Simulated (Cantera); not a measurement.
A closed system holds: 1 mol SiH4, 0.5 mol H2O, equilibrated at 10.0 Torr.

Method: chemical equilibrium by Gibbs-energy minimisation in Cantera with the NASA 1993 tables (ideal gas, pure condensed phases). Candidate condensed phases: H2O, Si, SiO2; 18 gas species. Mutual solubility and eutectic melting of coexisting phases are not modelled. The tables hold silica as quartz up to 1696 K and as liquid above; real silica turns to tridymite and cristobalite and melts near 1996 K. Rates play no part.

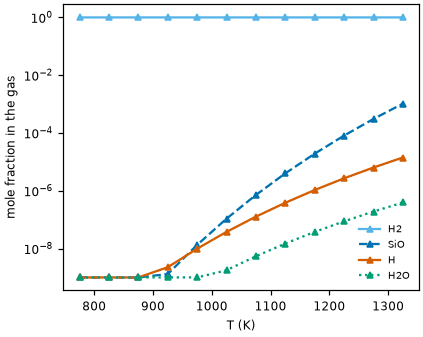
Fig. 1. Equilibrium gas composition (values under 1e-9 drawn at 1e-9)

From 775 K to 825 K the condensed part is Si(s) + SiO2(α-quartz). From 875 K to 1325 K the condensed part is Si(s) + SiO2(β-quartz).
